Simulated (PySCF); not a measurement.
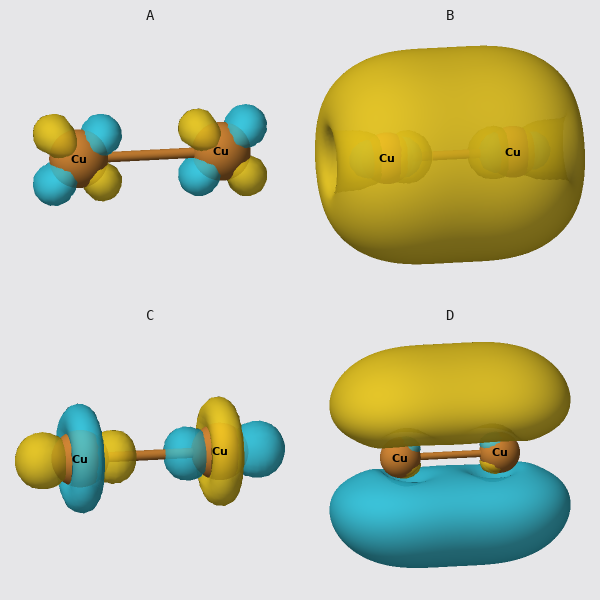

Cu$_{2}$. Four frontier orbitals, each drawn at the value that holds 80 % of its norm (yellow and cyan are the two phases), in no order; of a degenerate pair one member is drawn.

Theory: PBE0/x2c-TZVPPall, spin-free X2C-1e, Gaussian nucleus, at a bond length of 2.256 Å in PySCF.

Q: Name the orbitals and rank them from lowest to highest energy.

A: Orbital A: πg, occupied, −6.59 eV; antibonding, with a node between the atoms.
Orbital C: σu, occupied, −6.49 eV; antibonding, with a node between the atoms.
Orbital B: σg, occupied, −5.90 eV; with no node between the nuclei.
Orbital D: πu, empty, 0.29 eV; with no node between the nuclei, bonding.
